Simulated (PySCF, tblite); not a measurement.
**C₃H₆ClF₃Si: geometry, infrared bands and NMR shifts**

Aim: predict the infrared bands and NMR shifts of C₃H₆ClF₃Si (`FC(F)C[SiH2][C@H](F)Cl`).

Programs: tblite 0.8.0 and PySCF 2.14.0, with density-fitted response routines of our own. Each step states its level of theory. These are calculated values for one molecule in the gas phase, unless marked as measured. Atoms are numbered from 0 throughout.

### 1 The molecule as given

14 atoms, charge 0, multiplicity 1; geometry from: force field or distance geometry start.

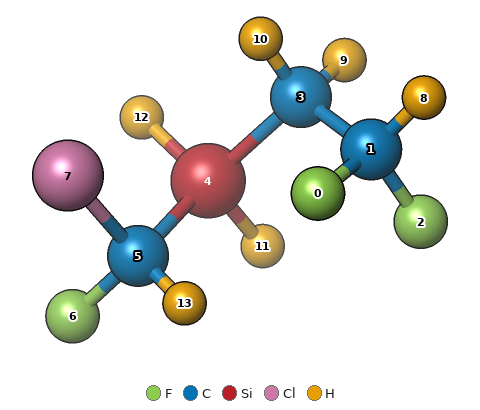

As it starts; fluorine green, carbon blue, silicon red, chlorine pink, hydrogen amber, atoms numbered; sticks join atoms by distance.

### 2 Geometry optimisation with GFN2-xTB

Job settings and geometry (Å):

```
{"job": {"kind": "relax", "xc": "GFN2-xTB", "basis": "xTB"}, "charge": 0, "multiplicity": 1}
F     -1.068200     1.419500    -0.878500
C     -1.747900     0.467700    -0.200100
F     -2.051500    -0.511600    -1.075400
C     -0.867000    -0.086200     0.900800
Si     0.726600    -0.863900     0.302100
C      1.687400     0.273600    -0.791800
F      2.827600    -0.350500    -1.212000
Cl     2.166600     1.729000     0.131600
H     -2.662700     0.891000     0.204800
H     -1.426400    -0.858700     1.467800
H     -0.618500     0.708400     1.607900
H      0.382100    -2.125800    -0.419100
H      1.503600    -1.285100     1.501700
H      1.147600     0.592000    -1.681200
```

Run with:

```bash
OMP_NUM_THREADS=1 python probes_run.py task.json out
```

The driver reads the jobs from task.json and runs them one after another.

**Question.** This job is followed by: GFN2-xTB harmonic vibrations, gas phase; GIAO PBE0/pcSseg-1 NMR shielding, non-relativistic, gas phase. Predict these results of the whole session: strongest single infrared mode (GFN2-xTB); zero-point energy (GFN2-xTB); 13C shifts against TMS (PBE0/pcSseg-1); 1H shifts against TMS (PBE0/pcSseg-1); 19F shifts against CFCl3 (PBE0/pcSseg-1); 29Si shifts against TMS (PBE0/pcSseg-1); 35Cl shifts against HCl (PBE0/pcSseg-1).

The runs gave:

| quantity | value |
| --- | --- |
| strongest single infrared mode (GFN2-xTB) | 2308 cm⁻¹, 352 km/mol |
| zero-point energy (GFN2-xTB) | 53.3 kcal/mol |
| 13C shifts against TMS (PBE0/pcSseg-1) | 122.1, 108.9, 22.1 ppm |
| 1H shifts against TMS (PBE0/pcSseg-1) | 6.78, 6.52, 4.77, 4.19, 1.66, 1.26 ppm |
| 19F shifts against CFCl3 (PBE0/pcSseg-1) | -123.5, -130.7, -185.3 ppm |
| 29Si shifts against TMS (PBE0/pcSseg-1) | -41.6 ppm |
| 35Cl shifts against HCl (PBE0/pcSseg-1) | 214 ppm |

In words: Over 108 steps the energy fell by 0.199 eV; of the close pairs, Si4–C5 changed most, 1.848 to 1.933 Å. No mode is imaginary among the 36: a minimum at this level. Unscaled tight-binding wavenumbers are off by several per cent, some by more. Its intensities can rank the bands wrongly. H13 (hydrogen on an sp3 CH bonded to Cl and F and Si) lies farthest downfield among hydrogen, at 6.78 ppm; its carbon carries Cl and F, which withdraws density. At PBE0/pcSseg-1: The largest span, 556 ppm, is at Cl7, where the paramagnetic term is -411 ppm.
